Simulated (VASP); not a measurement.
Band structure of Sn$_{6}$Ge$_{2}$ (ordered alloy cell). All values below come from PBEsol GGA, VASP's PBE PAW potentials (set 64) (plane waves; VASP 6.6.1).

Unless said otherwise, spin-orbit coupling is left out, though it shifts the bands of the heavy elements here.

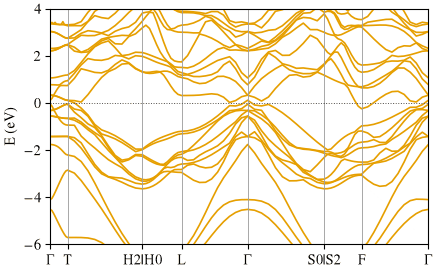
Figure: Bands along high-symmetry lines, zero at the valence-band maximum or, without a gap, the Fermi level

**Question.** Read the plot: is there a gap, and where are the band edges?

**Answer.** It has no gap at this level: it comes out as a metal or semimetal. (Edges off the drawn lines would not show.)

The structure was generated: Sn6Ge2 was put into an ordered model structure (R-3m), which need not be its known phase. It was relaxed first.
